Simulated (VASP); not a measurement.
Band structure of BaIn4 (space group I4/mmm). All values below come from PBEsol GGA, VASP's PBE PAW potentials (set 64) (plane waves; VASP 6.6.1).

Unless said otherwise, spin-orbit coupling is left out, though it shifts the bands of the heavy elements here.

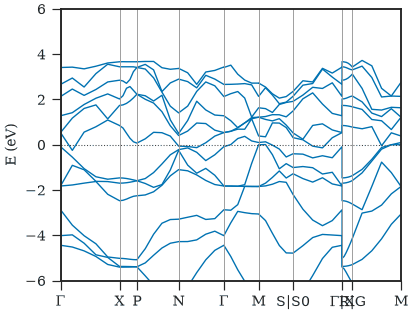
Figure. Bands along high-symmetry lines, zero at the valence-band maximum or, without a gap, the Fermi level

### Question
Read the plot: is there a gap, and where are the band edges?

### Answer
It has no gap at this level: it comes out as a metal or semimetal.

The structure comes from a computed database's BaIn4 entry (I4/mmm); how it stands against other phases isn't given here. The cell was not relaxed at this level. The k-mesh is coarse (spacing up to 0.35 per Å, 2π included), so the numbers may not be converged in it.
